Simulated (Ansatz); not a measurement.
## Fields on a plane of TiN (rock salt)

```xyz
2
Lattice="0.0000 2.1235 2.1235 2.1235 0.0000 2.1235 2.1235 2.1235 0.0000" Properties=species:S:1:pos:R:3 pbc="T T T"
N      0.0000     0.0000     0.0000
Ti     2.1235     2.1235     2.1235
```

The slice is a {111} plane (indices of the conventional cell) through the point (0.000, 0.000, 0.000) (fractional), spanned by u = [100] and v = [-1 2 0] in vectors of this cell: u (3.00 Å) and v (5.20 Å, at 90° to u). It covers one period; positions are fractions (u, v).

Atoms on it: N at (0.00, 0.00); N at (0.50, 0.50).

Method: PBE (plane waves to 420 eV, PAW, scalar-relativistic; Ansatz, a first-principles code). k mesh 19×19×19. These are valence fields of a PAW run, semicore shells included where kept as valence: close to a nucleus they are smooth pseudo fields. TiN is run without spin polarisation. TiN was relaxed with its symmetry unable to fall.

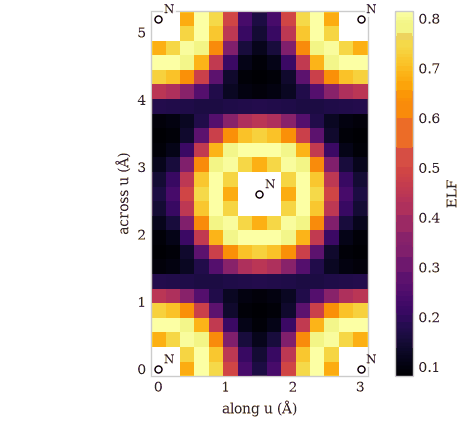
Figure: Electron localisation function (ELF), one period of the plane, atoms marked. Points within 0.4 Å of a nucleus are left white, as the pseudised field means little there.

| v \ u | 0.00 | 0.14 | 0.29 | 0.43 | 0.57 | 0.71 | 0.86 |
|---|---|---|---|---|---|---|---|
| 0.92 | x | x | 8.4 | 8.2 | 8.2 | 8.4 | x |
| 0.83 | x | 8.6 | 8.8 | 7.1 | 7.1 | 8.8 | 8.6 |
| 0.75 | 8.1 | 8.6 | 8.8 | 8.2 | 8.2 | 8.8 | 8.6 |
| 0.67 | 6.8 | 8.0 | 9.1 | x | x | 9.1 | 8.0 |
| 0.58 | 7.9 | 8.7 | x | x | x | x | 8.7 |
| 0.50 | 8.8 | 9.1 | x | x | x | x | 9.1 |
| 0.42 | 7.9 | 8.7 | x | x | x | x | 8.7 |
| 0.33 | 6.8 | 8.0 | 9.1 | x | x | 9.1 | 8.0 |
| 0.25 | 8.1 | 8.6 | 8.8 | 8.2 | 8.2 | 8.8 | 8.6 |
| 0.17 | x | 8.6 | 8.8 | 7.1 | 7.1 | 8.8 | 8.6 |
| 0.08 | x | x | 8.4 | 8.2 | 8.2 | 8.4 | x |
| 0.00 | x | x | x | 9.0 | 9.0 | x | x |

Values: electrostatic potential energy of an electron, from the cell's mean, in eV. Points within 0.9 Å of a nucleus are blanked (x), as the pseudised field means little there. The zero, the cell's mean, hangs on the PAW cores.
